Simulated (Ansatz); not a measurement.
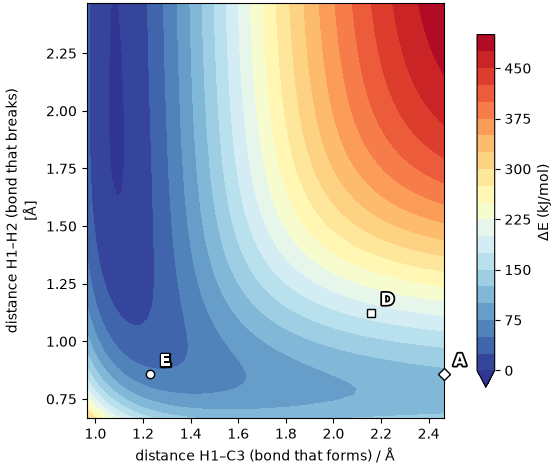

The reacting system CH2N (fragments H₂ + CN where the first distance is long, CHN + H where the second is long), spin multiplicity 2. Coordinates scanned: (1) distance H1–C3 (bond that forms); (2) distance H1–H2 (bond that breaks). Relaxed at each point: all other coordinates. Grid: 13 × 13 points. Points are written as (first, second). All energies are given in kJ/mol relative to the lowest grid point. Level of theory: Ansatz, UKS SPW92 (LDA)/def2-TZVP.

Drawn: filled contours, lettered points. Between grid points the surface is interpolated.

Q: Is A the lowest point of the computed grid?

A: No. A lies 119 kJ/mol above the lowest grid point, which is at (1.123 Å, 1.922 Å).

Q: Rank the lettered points by energy, lowest first.

A: E (56 kJ/mol), A (119 kJ/mol), D (185 kJ/mol).
